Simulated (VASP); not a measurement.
Band structure of MnN. These are PBE GGA, VASP's PBE PAW potentials (set 64) (plane waves; VASP) values and carry that method's errors.

The cell holds a wide vacuum, so values per volume refer to the whole cell. The moments were started parallel, and other spin orders were not tried in this run.

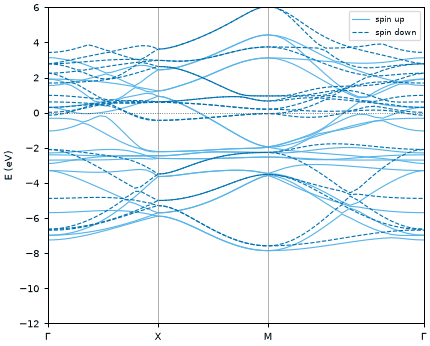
Figure: Bands along high-symmetry lines, zero at the valence-band maximum or, without a gap, the Fermi level

Task: Read the plot: is there a gap, and where are the band edges?

Result: It has no gap at this level: it comes out as a metal or semimetal.

The cell is a sheet with vacuum, built from a generated structure.
